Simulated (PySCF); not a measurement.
Input

```
{"job": {"kind": "nmr", "xc": "PBE0", "basis": "pcSseg-1"}, "charge": 0, "multiplicity": 1}
C     -0.494343     2.031643     1.733687
C     -0.910778     0.836586     1.327331
N     -0.390235     0.153247     0.266057
C     -0.887304    -1.128480    -0.215055
C     -2.284533    -1.030174    -0.808943
C      0.211818    -1.374175    -1.259395
Si     0.961514     0.335235    -0.815351
Si     3.016799     0.487834     0.218085
H      0.293423     2.552956     1.216289
H     -0.928525     2.514064     2.589003
H     -1.708463     0.319937     1.850277
H     -0.885509    -1.874929     0.590170
H     -2.584943    -1.991837    -1.219287
H     -2.294721    -0.285400    -1.601850
H     -3.006880    -0.736476    -0.049938
H      0.824198    -2.242503    -1.031596
H     -0.182028    -1.497063    -2.263886
H      0.683763     1.337586    -1.868139
H      3.886141     1.389980    -0.542620
H      3.722649    -0.796198     0.302059
H      2.949035     1.015110     1.582633
```

Run with:

```sh
OMP_NUM_THREADS=1 python probes_run.py task.json out
```

Geometry: GFN2-xTB.

Computed with PySCF, PBE0/pcSseg-1, SCF density, gas phase, non-relativistic.

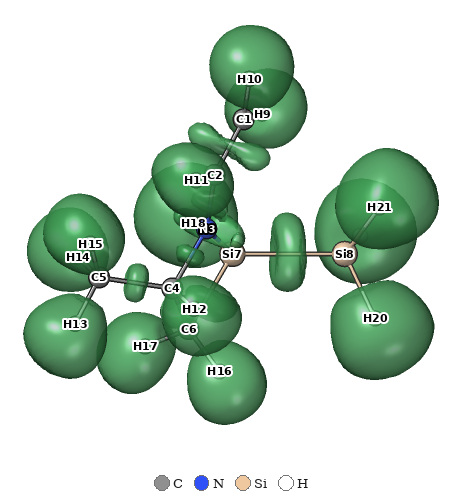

C₅H₁₃NSi₂. Isosurface of the electron localisation function at 0.85 (green), seen at a tilt. Core shells and regions of very low density are left out.

**Describe the localisation domains.**

The ELF exceeds this value in three regions between bonded C–C atoms (shared pairs), two regions between bonded C–N atoms (shared pairs), one region between bonded C–Si atoms (shared pairs), one region between bonded N–Si atoms (shared pairs), one region between bonded Si–Si atoms (shared pairs) and 13 regions around hydrogen nuclei. Along the contacts the grid gives the following. C–C (1.33 Å): the ELF peaks at about 0.95 between the atoms; a multiple bond. C–N (1.37 Å): the ELF peaks at about 0.90 between the atoms (localised, covalent bonding).
